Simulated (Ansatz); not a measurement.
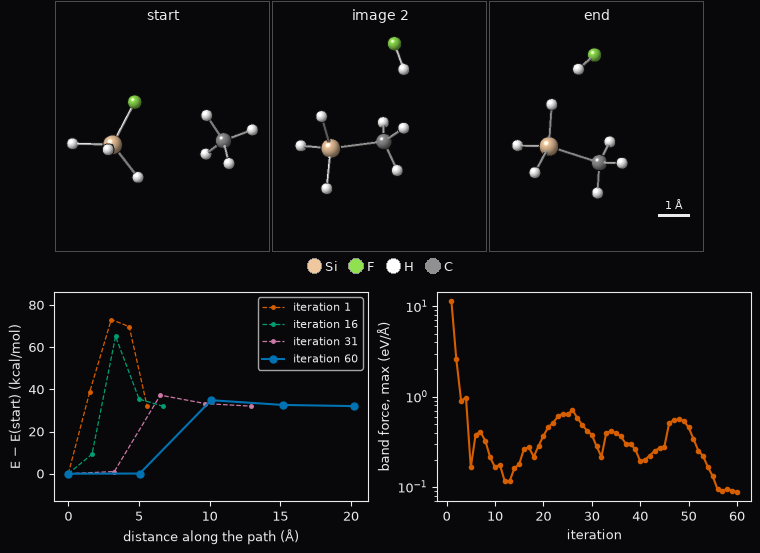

NEB run on CH7FSi, made up at the start of SiH₃F and CH$_{4}$. Images are numbered from 0 (start) to 4 (end). The plot follows the band through its iterations. A ball-and-stick model, seen at a tilt.

These are results of RKS B3LYP-D4/def2-TZVP (Ansatz 0.2.0), not measurements. Run with 3 movable images; no climbing image; force threshold 0.03 eV/Å; iteration limit 60; starting path through a guess of the saddle point.

Question: How did the profile develop, and is the result final?

Answer: The result isn't final. The band hadn't converged when the run stopped after 60 iterations. The largest component of the band force went from 11 to 0.088 eV/Å. The barrier read from it is provisional, though the highest image hardly moved in the last two iterations. So few images resolve the path coarsely. The first iteration put the highest image at 73.1 kcal/mol. Forward barrier 34.8 kcal/mol, backward barrier 2.8 kcal/mol, with image 2 at the top; the reaction energy is +32.0 kcal/mol.

Limits of the set-up: the start holds two separate molecules, 2.7 Å apart at their closest, whose relative position is a soft coordinate.

Cost: 5.7 min on 4 threads of Arm Neoverse N1, on a shared host, peak memory 0.27 GiB.
